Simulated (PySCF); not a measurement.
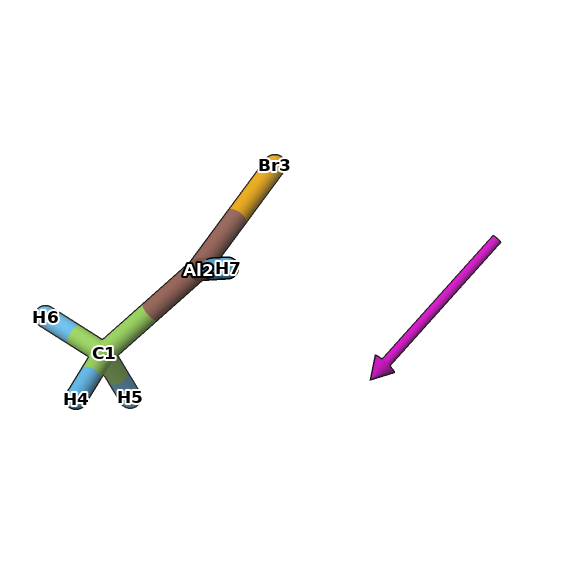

The arrow beside the molecule shows the direction of the dipole moment, from the negative to the positive end (its length means nothing). The computed structure is the end point of a GFN2-xTB optimisation. No frequency run is at hand to confirm it as a minimum. Properties computed with PBE0/def2-SVPD, gas phase (PySCF 2.14.0).

**How large is the dipole moment?**

1.90 D; it points from the side of Br3 to the side of H4 (the outermost atoms at the two ends).

The geometry is semi-empirical. Around Al, Br such bond lengths and angles can be off by a tenth of an ångström or more and by several degrees, and values that hang on the shape move with them.
